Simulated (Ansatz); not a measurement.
C₃H₉NS: several calculations on one system

## 1. Relaxation

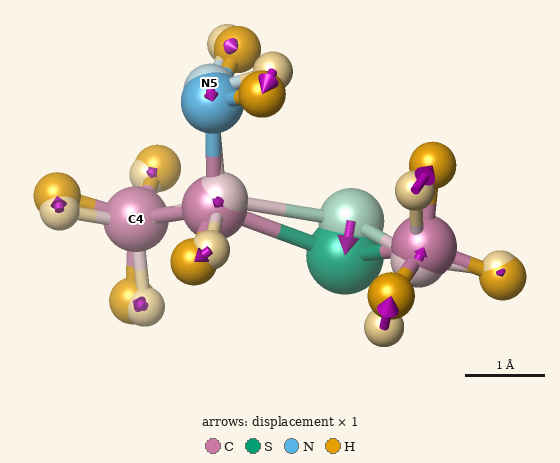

This is a relaxation of C3H9NS. The starting structure is drawn faded, the final one solid; purple arrows show the displacements, at their true length. The two geometries are superimposed by the best rigid fit.

A ball-and-stick model, seen at a tilt.

The run prepares an end point of a later path (inversion) calculation, from a guessed geometry.

Level of theory: Ansatz, RKS PBE/def2-mTZVP. (no spin polarisation; force threshold 0.015 eV/Å; at most 40 steps)

Question: What did the optimiser do to the structure, and how much energy did it gain?

Answer: The atom that moves furthest after the best rigid fit is an H atom (0.56 Å). By element the largest moves are H 0.56 Å, S 0.45 Å, C 0.18 Å, N 0.17 Å. Some distances before and after: C–C 1.616 → 1.523 Å, C–H 1.171 → 1.100 Å, C–S 1.829 → 1.892 Å, C–H 1.039 → 1.101 Å. Among the angles between lasting bonds that change: S–C–N 108.9° → 116.4°, C–C–H 106.1° → 111.2°, H–N–H 102.3° → 107.2°. Groups turn about C–S by about 30°. The energy falls by 0.606 eV in 8 accepted moves (9 points after the start). Largest force component: 3.7 eV/Å at the start, 0.0056 eV/Å at the end. The line search rejected the trial step at point 3 of the run. The run took 31 s on 2 threads of Arm Neoverse V1, with other jobs on the host, peak memory 0.17 GiB.

## 2. Relaxation

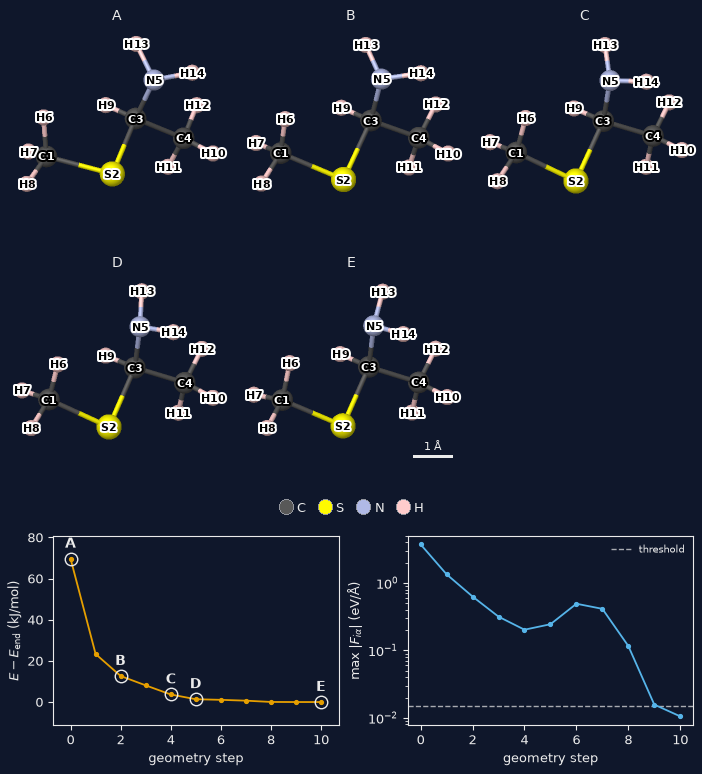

Frames of a relaxation of C$_{3}$H$_{9}$NS, marked on the history of the run. The picture is a ball-and-stick view, seen at a tilt.

The run prepares an end point of a later path (inversion) calculation, from a guessed geometry.

The calculation used Ansatz, RKS PBE/def2-mTZVP.

The input:
```yaml
crystal:
  periodic: [false, false, false]
  atoms:
    - { symbol: C, position_ang: [-1.4034, -0.6769, 1.5989] }
    - { symbol: S, position_ang: [0.2706, -0.1819, 1.2869] }
    - { symbol: C, position_ang: [0.1817, 0.0225, -0.5289] }
    - { symbol: C, position_ang: [1.6543, -0.2902, -1.1152] }
    - { symbol: "N", position_ang: [-0.1397, 1.3908, -0.827] }
    - { symbol: H, position_ang: [-2.123, 0.1826, 1.2598] }
    - { symbol: H, position_ang: [-1.6724, -1.5569, 1.0673] }
    - { symbol: H, position_ang: [-1.5607, -0.7739, 2.652] }
    - { symbol: H, position_ang: [-0.5237, -0.6423, -0.9028] }
    - { symbol: H, position_ang: [2.3726, 0.352, -0.6959] }
    - { symbol: H, position_ang: [1.8542, -1.3397, -0.8884] }
    - { symbol: H, position_ang: [1.5819, -0.1683, -2.1838] }
    - { symbol: H, position_ang: [-0.96961, 1.40682, -1.501] }
    - { symbol: H, position_ang: [0.61142, 1.80097, -1.3955] }
basis:
  gaussian: { orbitals: def2-mTZVP }
hamiltonian:
  xc: pbe
relax:
  f_tol: 0.015
  max_steps: 40
```

Run as
```bash
ansatz run input.yaml --threads 2 --pin off --max-ram 3072MiB --backend cpu --events-out ev --progress --plain --runs-dir out
```

Describe the path.

H14 moves most after the best rigid fit: 0.99 Å. By element the largest moves are H 0.99 Å, N 0.39 Å, S 0.39 Å, C 0.21 Å. Some distances before and after: C3–C4 1.616 → 1.529 Å, C1–H6 1.171 → 1.097 Å, C3–H9 1.039 → 1.102 Å, C1–S2 1.773 → 1.828 Å. Bond angles that change, for instance: C4–C3–N5 108.2° → 115.8°, C3–C4–H11 106.1° → 111.8°, N5–C3–H9 112.5° → 107.1°. Groups turn about C3–N5 by about 50°, S2–C3 by about 30°. The energy falls by 69.7 kJ/mol in 10 geometry steps. The largest force component goes from 3.7 to 0.011 eV/Å. From step 0 to 2: S and H atoms move most (0.33 Å), energy −57.0 kJ/mol. From step 2 to 4: H14 moves most (0.39 Å), energy −8.98 kJ/mol. From step 4 to 5: H14 moves most (0.20 Å), energy −2.30 kJ/mol. From step 5 to 10: H13 moves most (0.18 Å), energy −1.37 kJ/mol.

## 3. Path

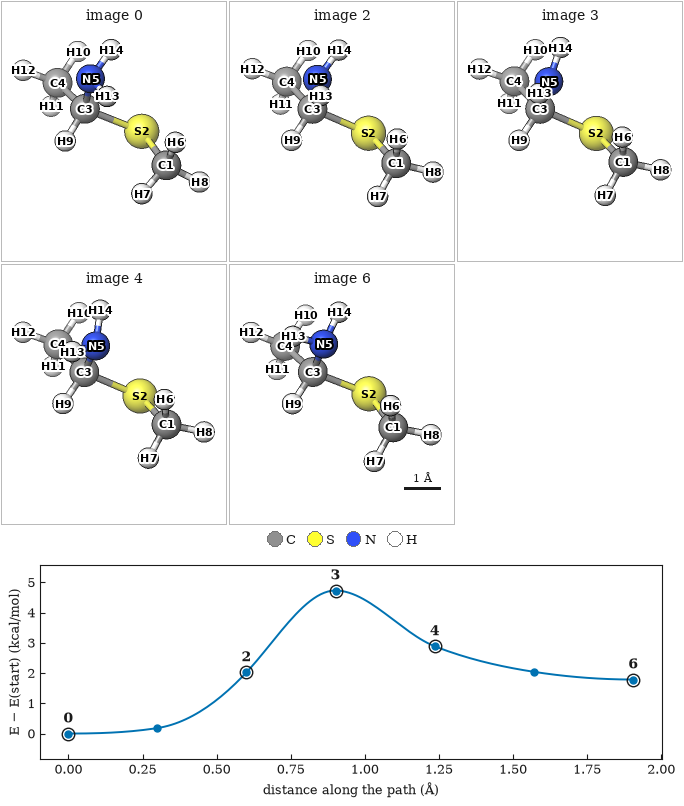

NEB run on C₃H₉NS. Images are numbered from 0 (start) to 6 (end). A ball-and-stick model, seen from a free direction.

All numbers below come from RKS PBE/def2-mTZVP in Ansatz 0.2.0.

Input file:
```yaml
crystal:
  periodic: [false, false, false]
  atoms:
    - { symbol: C, position_ang: [-1.444208, -0.516184, 1.655053] }
    - { symbol: S, position_ang: [0.331636, -0.62307, 1.239576] }
    - { symbol: C, position_ang: [0.264661, -0.081557, -0.572227] }
    - { symbol: C, position_ang: [1.680151, -0.233937, -1.112176] }
    - { symbol: "N", position_ang: [-0.237662, 1.248318, -0.8275] }
    - { symbol: H, position_ang: [-1.82316, 0.514728, 1.596441] }
    - { symbol: H, position_ang: [-2.048826, -1.170835, 1.010525] }
    - { symbol: H, position_ang: [-1.55357, -0.856851, 2.692584] }
    - { symbol: H, position_ang: [-0.406936, -0.797936, -1.07074] }
    - { symbol: H, position_ang: [2.374873, 0.441319, -0.588904] }
    - { symbol: H, position_ang: [2.045345, -1.261655, -0.984505] }
    - { symbol: H, position_ang: [1.695527, 0.021367, -2.180909] }
    - { symbol: H, position_ang: [-1.207885, 1.347109, -0.516641] }
    - { symbol: H, position_ang: [0.317054, 1.939984, -0.311875] }
basis:
  gaussian: { orbitals: def2-mTZVP }
hamiltonian:
  xc: pbe
neb:
  order_check: false
  images: 5
  f_tol: 0.05
  max_iterations: 60
  initial_path: idpp
  final_atoms:
    - { symbol: C, position_ang: [-1.44196888, -0.61243601, 1.72847165] }
    - { symbol: S, position_ang: [0.32037272, -0.70704776, 1.25241067] }
    - { symbol: C, position_ang: [0.200293, -0.07956505, -0.48847759] }
    - { symbol: C, position_ang: [1.59607406, -0.19708235, -1.10266943] }
    - { symbol: "N", position_ang: [-0.3851269, 1.25849511, -0.49331977] }
    - { symbol: H, position_ang: [-1.84433042, 0.36151204, 1.42356355] }
    - { symbol: H, position_ang: [-2.02696461, -1.42204297, 1.27072681] }
    - { symbol: H, position_ang: [-1.49277722, -0.70756094, 2.82039658] }
    - { symbol: H, position_ang: [-0.4966438, -0.7412621, -1.02877592] }
    - { symbol: H, position_ang: [2.31936407, 0.41992763, -0.54707043] }
    - { symbol: H, position_ang: [1.95809537, -1.23591028, -1.09826856] }
    - { symbol: H, position_ang: [1.57843199, 0.15647334, -2.14524129] }
    - { symbol: H, position_ang: [-0.58590786, 1.54842539, -1.45712372] }
    - { symbol: H, position_ang: [0.28808848, 1.92887396, -0.10592054] }
```

Run as
```bash
ansatz run input.yaml --threads 2 --pin off --max-ram 3072MiB --backend cpu --events-out ev --progress --plain --runs-dir out
```

### Describe the mechanism and the energy profile.

The energy climbs by 4.73 kcal/mol to image 3 and then falls by 2.94 kcal/mol, so the end point sits at +1.79 kcal/mol. The motion is an umbrella inversion at N5. No bond forms or breaks between the ends. Bond angles that change up to the highest image, for instance: H13–N5–H14 107.2° → 117.8°, C3–N5–H14 110.1° → 120.2°. The band converged in 7 iterations, with a climbing image at the top. At the top, the vibrational analysis gives one imaginary mode (581i cm⁻¹), as a transition state must have.

Cost: 110 s on 2 threads of Arm Neoverse V1, on a shared host, peak memory 0.17 GiB.
